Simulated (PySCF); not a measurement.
## Electronic structure of C4H7NS2Si in real space

Input

```
{"job": {"kind": "nmr", "xc": "PBE0", "basis": "pcSseg-1"}, "charge": 0, "multiplicity": 1}
N     -3.979080    -1.407336    -1.048283
C     -3.049960    -1.230370    -0.405233
C     -1.904083    -0.996725     0.402098
S     -2.165201    -0.038715     1.928419
C     -1.276289     0.356821     0.408362
C      0.214987     0.466424     0.485215
S      0.917101     0.129664    -1.181085
Si     2.994013     0.513811    -0.782513
H     -1.256333    -1.861168     0.516914
H     -1.753525     1.115352    -0.204706
H      0.512297     1.470822     0.786983
H      0.621932    -0.263522     1.185725
H      3.411562    -0.413579     0.263603
H      3.619817     0.275956    -2.066942
H      3.088348     1.890555    -0.310470
```

Command:

```sh
OMP_NUM_THREADS=1 python probes_run.py task.json out
```

Geometry: GFN2-xTB.

Theory: PBE0/pcSseg-1, SCF density, gas phase, non-relativistic in PySCF.

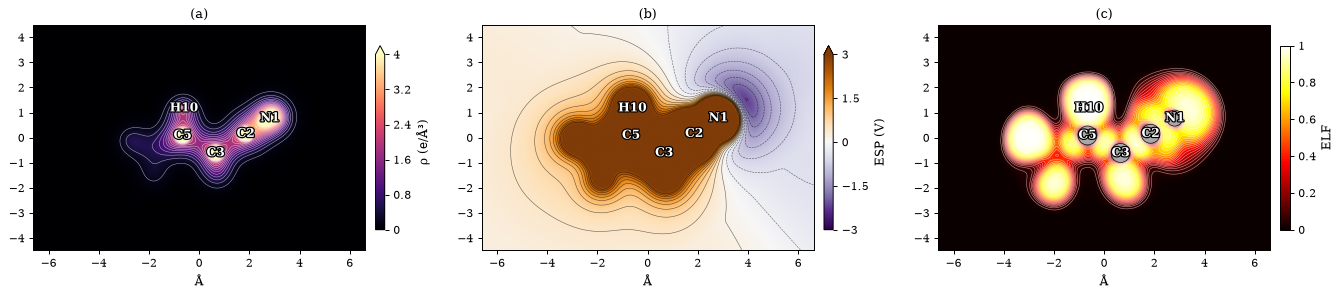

Figure 1. (a) total electron density; (b) molecular electrostatic potential; (c) ELF on the plane of atoms C3, C5 and H10. Grey discs cover the atomic cores in the ELF map.

Describe what can be read from this map.

Answer.
- The plane passes through N, C and H nuclei.
- C–N (1.14 Å): the density is about 3.6 e/Å³ at the midpoint; the ELF peaks at about 0.85 between the atoms: a multiple bond.
- C–C (1.42 Å): ρ at the midpoint is about 1.9 e/Å³; the ELF peaks at about 0.95 between the atoms (localised, covalent bonding).
- C–H (1.09 Å): ρ at the midpoint is about 2.1 e/Å³; the ELF climbs to about 1 towards the hydrogen, as it does in any bond to H (an ordinary covalent bond to hydrogen).
- C–C (1.49 Å): ρ is about 1.7 e/Å³ halfway; the ELF peaks at about 0.95 between the atoms, as expected for localised, covalent bonding.
- The ELF also peaks beside N1, away from the bonds: lone-pair regions.
- Outside the dense part of the molecule the potential is most negative (−2.2 V) near N1.

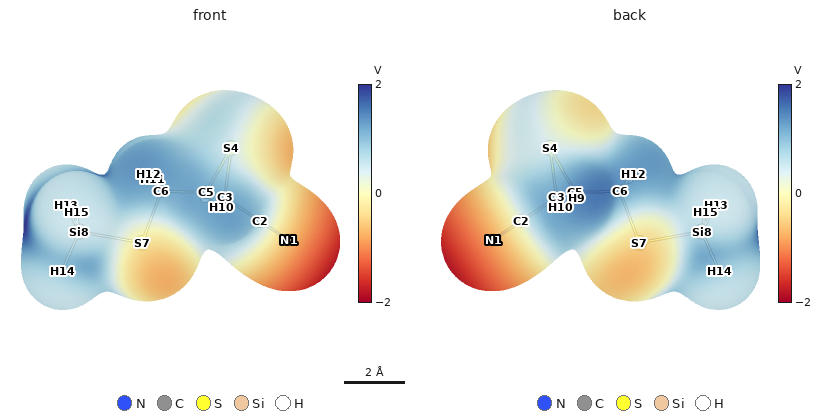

Figure 2. The electrostatic potential painted on the density surface at 0.002 e/bohr³, seen from the front and from behind; the colour scale runs from red (negative) to blue (positive).

Where is the surface potential most negative and most positive?

Answer. The most negative region (about −1.8 V, or −42 kcal/mol for a unit charge) lies over N1, the most positive (about +1.9 V, or +44 kcal/mol for a unit charge) over Si8. N1 is the likeliest acceptor of a hydrogen bond.
